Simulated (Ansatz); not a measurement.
Cd₁₀H₃₀Te₁₀: single-point calculation

Cd₁₀H₃₀Te₁₀ (Cd10Te10 zinc blende bond sphere), computed with RKS PBE0-D4/def2-TZVP (Ansatz 0.2.0).

The geometry comes from this level: PBE-D4/def2-SVP. Figures and captions count atoms from 1; the log counts them from 0 in places.

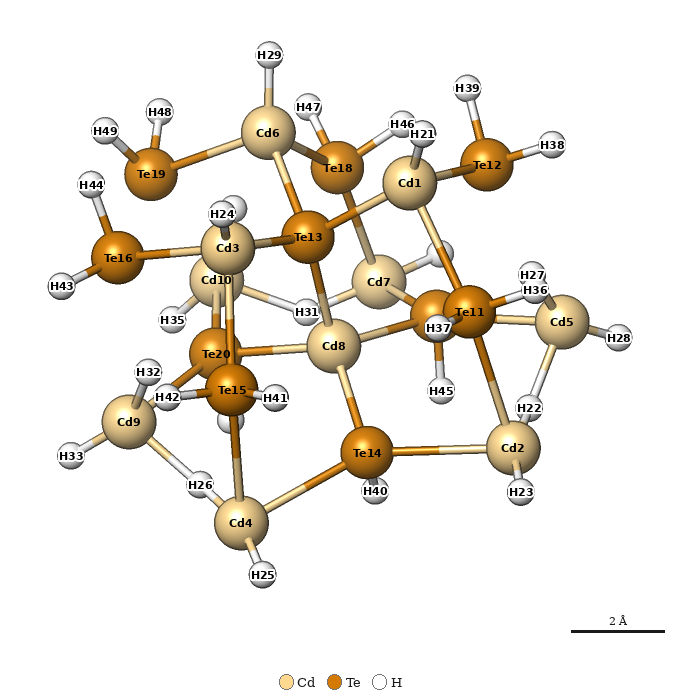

Fig. 1: The structure (ball-and-stick view, seen at a tilt; atoms are numbered from 1 in the order of the input). Sticks mark near contacts. Bond lengths as drawn: Cd–H 1.69 to 2.08 Å, Cd–Te 2.83 to 3.37 Å and H–Te 1.68 to 1.72 Å.

Input
```yaml
crystal:
  periodic: [false, false, false]
  atoms:
    - {symbol: Cd, position_ang: [-2.766420, -2.875170, -0.173731]}
    - {symbol: Cd, position_ang: [-1.898346, 0.794252, -5.134370]}
    - {symbol: Cd, position_ang: [-3.130943, 0.413797, 2.527034]}
    - {symbol: Cd, position_ang: [-1.295702, 5.197892, -0.955709]}
    - {symbol: Cd, position_ang: [-0.035783, -2.253894, -4.815380]}
    - {symbol: Cd, position_ang: [0.432951, -2.495499, 2.730312]}
    - {symbol: Cd, position_ang: [4.844021, -1.359060, -1.403351]}
    - {symbol: Cd, position_ang: [0.534284, 0.715525, -0.876383]}
    - {symbol: Cd, position_ang: [0.352596, 4.447659, 2.111642]}
    - {symbol: Cd, position_ang: [4.698016, 0.453122, 1.653200]}
    - {symbol: Te, position_ang: [-3.112568, -1.129005, -2.688776]}
    - {symbol: Te, position_ang: [-0.494013, -4.281819, -1.616473]}
    - {symbol: Te, position_ang: [-1.103119, -0.869482, 0.969158]}
    - {symbol: Te, position_ang: [-1.008190, 2.448537, -2.541444]}
    - {symbol: Te, position_ang: [-3.067068, 2.992997, 0.873632]}
    - {symbol: Te, position_ang: [-0.997449, 1.645416, 4.273370]}
    - {symbol: Te, position_ang: [1.886223, -1.112123, -2.586692]}
    - {symbol: Te, position_ang: [2.825345, -2.833836, 0.831115]}
    - {symbol: Te, position_ang: [2.203766, -0.550722, 4.287490]}
    - {symbol: Te, position_ang: [2.065879, 2.061393, 1.092839]}
    - {symbol: H, position_ang: [-4.120235, -3.808893, 0.261076]}
    - {symbol: H, position_ang: [-0.500688, -0.247609, -5.114272]}
    - {symbol: H, position_ang: [-3.269306, 1.644691, -5.636649]}
    - {symbol: H, position_ang: [-4.654200, -0.018827, 3.149712]}
    - {symbol: H, position_ang: [-2.495091, 6.021265, -1.814222]}
    - {symbol: H, position_ang: [0.034262, 4.836288, 0.117778]}
    - {symbol: H, position_ang: [-1.289609, -2.680664, -3.613072]}
    - {symbol: H, position_ang: [0.954785, -2.686561, -6.128354]}
    - {symbol: H, position_ang: [0.049891, -3.910676, 3.608574]}
    - {symbol: H, position_ang: [5.515275, -2.626592, -2.292077]}
    - {symbol: H, position_ang: [4.655776, 0.038171, -0.372096]}
    - {symbol: H, position_ang: [-1.105498, 3.437360, 2.438527]}
    - {symbol: H, position_ang: [1.411052, 5.635437, 2.719463]}
    - {symbol: H, position_ang: [3.771455, -0.978850, 2.224441]}
    - {symbol: H, position_ang: [5.946704, 1.576989, 1.925478]}
    - {symbol: H, position_ang: [-4.064455, -2.188588, -3.582354]}
    - {symbol: H, position_ang: [-4.539236, -0.349186, -2.148650]}
    - {symbol: H, position_ang: [-1.471761, -5.305398, -2.518578]}
    - {symbol: H, position_ang: [-0.381602, -5.487321, -0.413797]}
    - {symbol: H, position_ang: [0.434871, 2.942144, -3.249547]}
    - {symbol: H, position_ang: [-4.588312, 2.785982, 0.110926]}
    - {symbol: H, position_ang: [-3.820411, 3.922872, 2.054196]}
    - {symbol: H, position_ang: [-1.801939, 2.882777, 5.079244]}
    - {symbol: H, position_ang: [-1.309310, 0.617263, 5.610684]}
    - {symbol: H, position_ang: [2.401453, 0.167976, -3.548038]}
    - {symbol: H, position_ang: [2.306555, -4.324218, 0.150123]}
    - {symbol: H, position_ang: [3.710331, -3.703611, 1.968356]}
    - {symbol: H, position_ang: [3.121588, -1.887111, 4.738286]}
    - {symbol: H, position_ang: [1.281556, -0.760883, 5.712979]}
    - {symbol: H, position_ang: [2.882632, 3.045772, 0.004381]}
basis:
  gaussian: {orbitals: def2-TZVP, fitting: {mean_field: def2-universal-jkfit}, initial_orbitals: start.molden}
hamiltonian: {xc: pbe0, dispersion: d4}
scf: {omitted_lower_state_checks: [starts]}
output: {forces: true, orbitals: {seedname: orbitals}}
```

Machine: 11 CPU threads, shared host.

Launch command:
```bash
ansatz run in.yaml --threads 11 --pin off --events-out ev --progress --plain --max-ram 174080MiB --backend cuda --devices 0, --max-vram 75GiB
```

Log
```
Functional definition: PBE0
  name "PBE0"
  cite "Adamo & Barone, J. Chem. Phys. 110, 6158 (1999) doi:10.1063/1.478522"
  cite "Perdew, Burke & Ernzerhof, Phys. Rev. Lett. 77, 3865 (1996) doi:10.1103/PhysRevLett.77.3865"
  parent pbe
  parameter a = 0.25
  parameter kappa = 0.804
  parameter beta = 0.06672455060314922
  exchange = (1 - a)*pbe_x(kappa = kappa, mu = beta*pi^2/3) + a*exact_x
  correlation = pbe_c(beta = beta)
these checks for a lower state are left out or cut short: starts
5270 factors; integrals over basis functions are off by at most 6.3e-1 eV
mean field evaluation 1: about -119071.6418 eV, gradient 7.1e1 eV
mean field evaluation 2: about -119074.3407 eV, gradient 3.5e0 eV
mean field evaluation 4: about -119074.4183 eV, gradient 1.0e-1 eV
mean field evaluation 8: about -119074.4184 eV, gradient 2.6e-5 eV
mean field -119074.41835104 eV, -4375.9041628610 hartree, gradient 2.6e-5 eV, S^2 0.000000; 0 other end points of the search recorded, 0 dependent functions left out
the calculation of the forces begins
reference -119074.41846112 eV, -4375.9041669064 hartree; 235, 235 occupied and 845, 845 virtual orbitals, 5270 factors
Total energy: -119078.24319156 eV, -4376.0447231576 hartree
Atom 0 at    -2.766420    -2.875170    -0.173731 Å, force     0.058815     0.048498     0.003449 eV/Å
Atom 1 at    -1.898346     0.794252    -5.134370 Å, force     0.003337     0.002178     0.037640 eV/Å
Atom 2 at    -3.130943     0.413797     2.527034 Å, force     0.068287    -0.007930    -0.035753 eV/Å
Atom 3 at    -1.295702     5.197892    -0.955709 Å, force    -0.009153    -0.040668     0.006829 eV/Å
Atom 4 at    -0.035783    -2.253894    -4.815380 Å, force     0.003889     0.009952     0.003742 eV/Å
Atom 5 at     0.432951    -2.495499     2.730312 Å, force    -0.013976     0.050197    -0.044634 eV/Å
Atom 6 at     4.844021    -1.359060    -1.403351 Å, force    -0.045727    -0.008683     0.013621 eV/Å
Atom 7 at     0.534284     0.715525    -0.876383 Å, force     0.013578    -0.001193     0.013740 eV/Å
Atom 8 at     0.352596     4.447659     2.111642 Å, force     0.006551    -0.006936     0.000368 eV/Å
Atom 9 at     4.698016     0.453122     1.653200 Å, force     0.005171     0.016850    -0.007650 eV/Å
Atom 10 at    -3.112568    -1.129005    -2.688776 Å, force    -0.620169    -0.090032    -0.047060 eV/Å
Atom 11 at    -0.494013    -4.281819    -1.616473 Å, force    -0.263723    -0.549313     0.109612 eV/Å
Atom 12 at    -1.103119    -0.869482     0.969158 Å, force    -0.063663    -0.073650     0.051777 eV/Å
Atom 13 at    -1.008190     2.448537    -2.541444 Å, force     0.414117     0.047096    -0.090984 eV/Å
Atom 14 at    -3.067068     2.992997     0.873632 Å, force    -0.602585     0.140348     0.115962 eV/Å
Atom 15 at    -0.997449     1.645416     4.273370 Å, force    -0.333998     0.030667     0.548855 eV/Å
Atom 16 at     1.886223    -1.112123    -2.586692 Å, force     0.078783     0.405184    -0.160769 eV/Å
Atom 17 at     2.825345    -2.833836     0.831115 Å, force     0.053134    -0.608609     0.144656 eV/Å
Atom 18 at     2.203766    -0.550722     4.287490 Å, force    -0.055269    -0.438089     0.443470 eV/Å
Atom 19 at     2.065879     2.061393     1.092839 Å, force     0.135653     0.181284    -0.354531 eV/Å
Atom 20 at    -4.120235    -3.808893     0.261076 Å, force     0.081992     0.054751    -0.027431 eV/Å
Atom 21 at    -0.500688    -0.247609    -5.114272 Å, force    -0.061214     0.051152    -0.013487 eV/Å
Atom 22 at    -3.269306     1.644691    -5.636649 Å, force     0.073690    -0.052589     0.015850 eV/Å
Atom 23 at    -4.654200    -0.018827     3.149712 Å, force     0.092962     0.028733    -0.040015 eV/Å
Atom 24 at    -2.495091     6.021265    -1.814222 Å, force     0.076170    -0.034995     0.054023 eV/Å
Atom 25 at     0.034262     4.836288     0.117778 Å, force    -0.060764     0.029826    -0.063483 eV/Å
Atom 26 at    -1.289609    -2.680664    -3.613072 Å, force     0.027758    -0.017722    -0.051460 eV/Å
Atom 27 at     0.954785    -2.686561    -6.128354 Å, force    -0.046700     0.009076     0.066199 eV/Å
Atom 28 at     0.049891    -3.910676     3.608574 Å, force     0.025088     0.085003    -0.050134 eV/Å
Atom 29 at     5.515275    -2.626592    -2.292077 Å, force    -0.021608     0.070115     0.045007 eV/Å
Atom 30 at     4.655776     0.038171    -0.372096 Å, force     0.019106    -0.054315    -0.058609 eV/Å
Atom 31 at    -1.105498     3.437360     2.438527 Å, force     0.032379     0.053497     0.016411 eV/Å
Atom 32 at     1.411052     5.635437     2.719463 Å, force    -0.050068    -0.057065    -0.014285 eV/Å
Atom 33 at     3.771455    -0.978850     2.224441 Å, force     0.038489     0.027555     0.015699 eV/Å
Atom 34 at     5.946704     1.576989     1.925478 Å, force    -0.071188    -0.060942    -0.000740 eV/Å
Atom 35 at    -4.064455    -2.188588    -3.582354 Å, force     0.261811     0.255304     0.212219 eV/Å
Atom 36 at    -4.539236    -0.349186    -2.148650 Å, force     0.362809    -0.195520    -0.132280 eV/Å
Atom 37 at    -1.471761    -5.305398    -2.518578 Å, force     0.239415     0.272122     0.196965 eV/Å
Atom 38 at    -0.381602    -5.487321    -0.413797 Å, force    -0.022649     0.306317    -0.292451 eV/Å
Atom 39 at     0.434871     2.942144    -3.249547 Å, force    -0.337115    -0.114832     0.159156 eV/Å
Atom 40 at    -4.588312     2.785982     0.110926 Å, force     0.389532     0.051280     0.190953 eV/Å
Atom 41 at    -3.820411     3.922872     2.054196 Å, force     0.214042    -0.230080    -0.284174 eV/Å
Atom 42 at    -1.801939     2.882777     5.079244 Å, force     0.216110    -0.314682    -0.240577 eV/Å
Atom 43 at    -1.309310     0.617263     5.610684 Å, force     0.076836     0.256436    -0.342723 eV/Å
Atom 44 at     2.401453     0.167976    -3.548038 Å, force    -0.124664    -0.312977     0.227829 eV/Å
Atom 45 at     2.306555    -4.324218     0.150123 Å, force     0.127287     0.373964     0.174407 eV/Å
Atom 46 at     3.710331    -3.703611     1.968356 Å, force    -0.217123     0.244388    -0.281310 eV/Å
Atom 47 at     3.121588    -1.887111     4.738286 Å, force    -0.210767     0.341009    -0.131627 eV/Å
Atom 48 at     1.281556    -0.760883     5.712979 Å, force     0.227283     0.059229    -0.364836 eV/Å
Atom 49 at     2.882632     3.045772     0.004381 Å, force    -0.191952    -0.231189     0.262563 eV/Å
Dipole moment:    -0.683088    -0.616721     0.776647 e Å
Checks for a lower state left out: starts
```

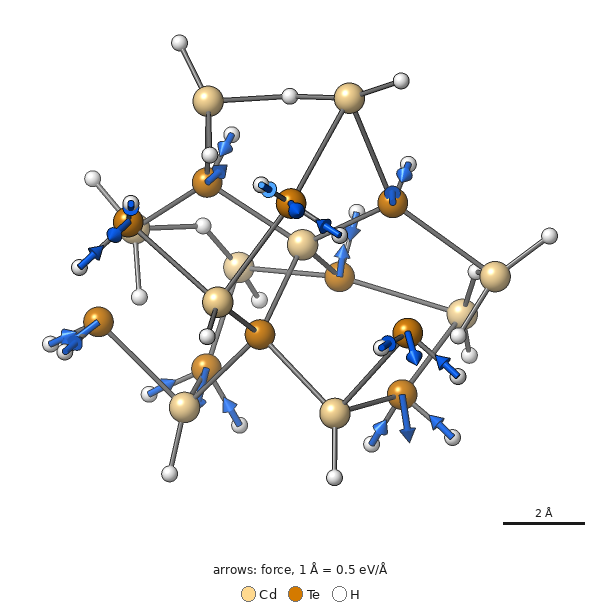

Fig. 2: Forces on the atoms as blue arrows (ball-and-stick view, seen at a tilt); the smallest are left out. The largest act on Te16 (0.64 eV/Å); Te11, Te15, Te18, Te19 (0.63 eV/Å); Te12 (0.62 eV/Å); H43 (0.45 eV/Å), among others. Atoms are counted from 1 in the order of the input and aren't labelled in the picture. The geometry is not a stationary point of this energy.

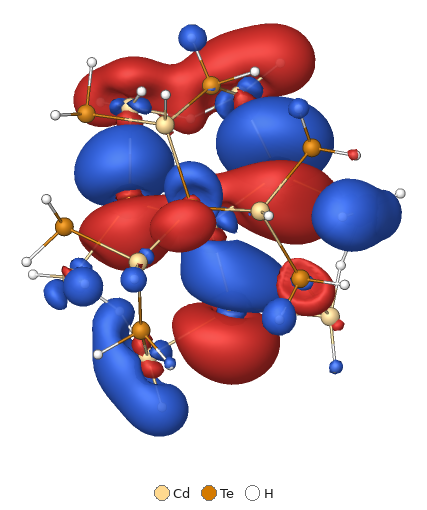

Fig. 3: One frontier orbital at ±0.03 Å⁻³ᐟ² (blue and red are the two phases), seen face on. The HOMO−1, at −6.68 eV. Its weight (Hirshfeld) is mainly on Te17 (30 %), Te14 (20 %) and Te20 (15 %).

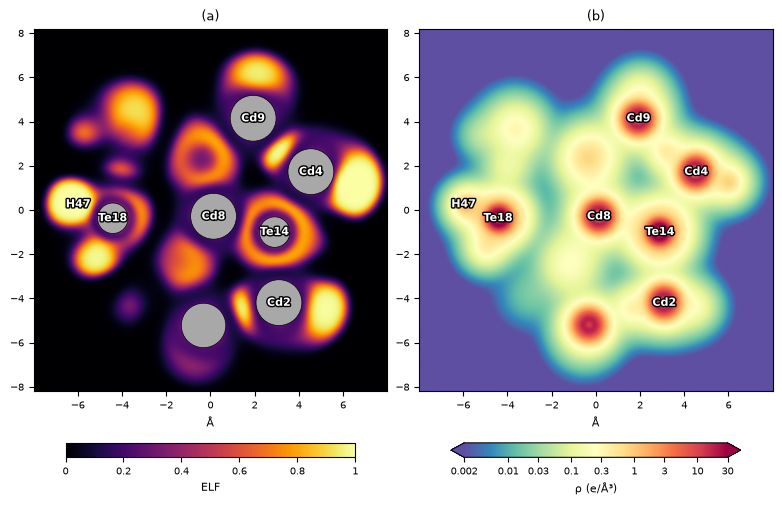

Fig. 4: (a) electron localisation function; (b) electron density on the plane of atoms Cd4, Te14 and Cd8. Grey discs, where drawn, cover atomic cores. Atoms in the plane: Cd, Te and H. Cd–Te (2.86 Å): ρ is about 0.32 e/Å³ halfway; the ELF peaks at about 0.70 in the valence shell of Te, 1.2 Å from its nucleus, and is about 0.50 at the midpoint. Te–H (1.68 Å): ρ at the midpoint is about 1.2 e/Å³, with its minimum of 0.88 e/Å³ about 1.1 Å from Te; the ELF climbs to about 1 towards the hydrogen, as it does in any bond to H.

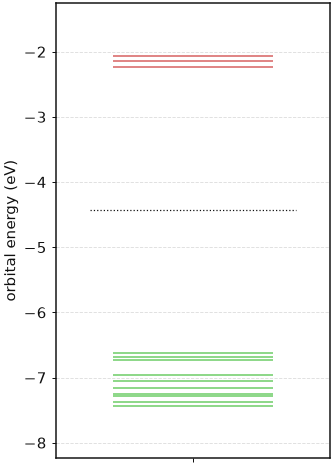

Fig. 5: Orbital energies near the frontier; the dotted line parts filled from empty levels, and levels within 0.02 eV of each other stand side by side. Highest filled −6.63 eV, lowest empty −2.23 eV, 4.40 eV apart.

Summary

```json
{"quantity": "outcome", "value": "converged"}
{"quantity": "total energy", "value": "−119078.2432 eV"}
{"quantity": "mean-field energy", "value": "−119074.4185 eV"}
{"quantity": "dispersion energy", "value": "−3.8247 eV"}
{"quantity": "SCF solution under orbital rotations", "value": "stable"}
{"quantity": "HOMO", "value": "−6.63 eV"}
{"quantity": "LUMO", "value": "−2.23 eV"}
{"quantity": "largest force (length of the vector)", "value": "0.643 eV/Å"}
{"quantity": "dipole moment", "value": "5.78 D"}
{"quantity": "wall time", "value": "21 s (CPU time 38 s)"}
{"quantity": "peak memory", "value": "4.7 GiB"}
```
